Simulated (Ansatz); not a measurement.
```xyz
4

B     0.6219    0.1824   -0.4076
N    -0.0320    1.4999   -0.1688
O     1.3143   -0.7656   -0.6648
O    -1.1526    1.5063    0.2621
```

Geometry: PBE0-D3(BJ)/def2-SVP.

Computed with isolated molecule in a Gaussian basis; Kohn-Sham density functional theory, functional PBE0 (Ansatz).

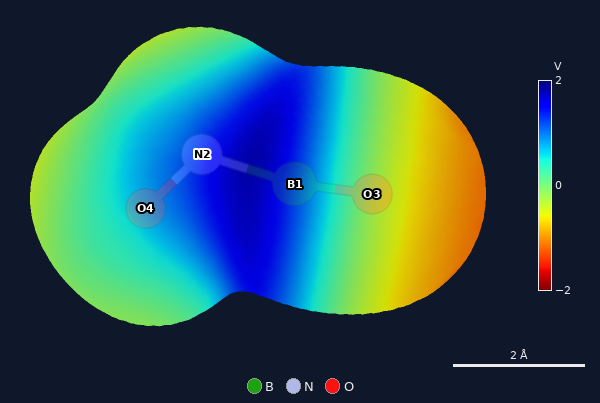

BNO₂ (SMILES O=BN=O). The molecular electrostatic potential painted on the density surface at 0.001 e/bohr³, seen across its widest extent; red is negative and blue positive.

**Where is the surface potential most negative and most positive?**

The most negative region (about −1.1 V) lies over O3, the most positive (about +1.8 V) over B1. O3 is the likeliest acceptor of a hydrogen bond.
